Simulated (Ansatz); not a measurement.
## Run report: C₁₄N, single-point calculation

System: C₁₄N (defect cell, 15 atoms in the cell).
Method: DFT, PBEsol, plane waves, PAW (Ansatz 0.2.0).

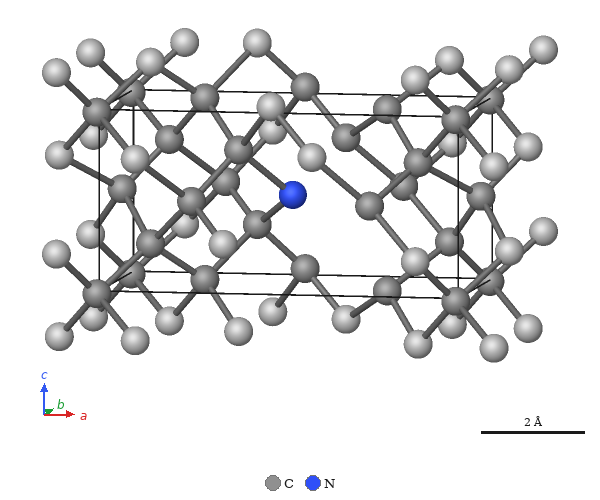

*The input geometry (ball-and-stick view of the cell of the calculation, seen slightly off an axis; neighbours outside the cell are drawn fainter).*

## Input file
```yaml
crystal:
  lattice:
    - [7.107606, 0.000000, 0.000000]
    - [0.000000, 3.553803, 0.000000]
    - [0.000000, 0.000000, 3.553803]
  atoms:
    - { symbol: C, position: [0.992709, 0.005690, 0.983781] }
    - { symbol: C, position: [0.485958, 0.919579, 0.043108], spin: 0.429 }
    - { symbol: C, position: [0.119290, 0.245410, 0.238331] }
    - { symbol: C, position: [0.249036, 0.472616, 0.022239] }
    - { symbol: C, position: [0.759845, 0.446565, 0.982593], spin: 0.429 }
    - { symbol: C, position: [0.366234, 0.775514, 0.296456], spin: 0.429 }
    - { symbol: C, position: [0.904234, 0.750124, 0.225819] }
    - { symbol: C, position: [0.255932, 0.009729, 0.502806] }
    - { symbol: C, position: [0.756962, 0.959502, 0.502764], spin: 0.429 }
    - { symbol: C, position: [0.367021, 0.222097, 0.767355], spin: 0.429 }
    - { symbol: C, position: [0.867758, 0.217525, 0.718800] }
    - { symbol: C, position: [0.012646, 0.534800, 0.505185] }
    - { symbol: C, position: [0.129245, 0.691576, 0.764531] }
    - { symbol: C, position: [0.613840, 0.774839, 0.784969], spin: 0.429 }
    - { symbol: N, position: [0.494078, 0.474201, 0.497738], spin: 0.429 }
kpoints:
  mp_grid: { grid: [2, 2, 2], shift: [0.5, 0.5, 0.5] }
hamiltonian:
  xc: pbesol
magnetization:
  spin_polarized: true
scf:
  occupations: { method: fermi_dirac, width: 0.01 }
  max_iter: 60
  mixing: { algorithm: linear }
output:
  forces: true
  eigenvalues: true
  stress: true
```

Command:
```bash
ansatz run in.yaml --threads 7 --pin off --max-ram 13300MiB --runs-dir r --events-out ev --progress --plain
```

## Output
```
Error: YAML parse error: error: line 31 column 24: unknown variant `linear`, expected one of auto, anderson, broyden, msr1
  --> <input>:31:24
   |
29 |   occupations: { method: fermi_dirac, width: 0.01 }
30 |   max_iter: 60
31 |   mixing: { algorithm: linear }
   |                        ^ unknown variant `linear`, expected one of auto, anderson, broyden, msr1
32 | output:
33 |   forces: true
   |
```

## Outcome

```tsv
quantity	value
outcome	refused by the program
hardware	7 threads of Arm Neoverse-V2, 14 GiB of memory available, shared host
```

## Diagnosis

Settings chosen away from the usual ones: sN_C+vC+u3+t100. The program refused the input: “YAML parse error: error: line 31 column 24: unknown variant `linear`, expected one of auto, anderson, broyden, msr1 --> <input>:31:24 | 29 | occupations: { method: fermi_dirac, width: 0.01 } 30 | max_iter: 60 31 | mixing: { algorithm: linear } | ^ unknown variant `linear`, expected one of auto, anderson, broyden, msr1 …”
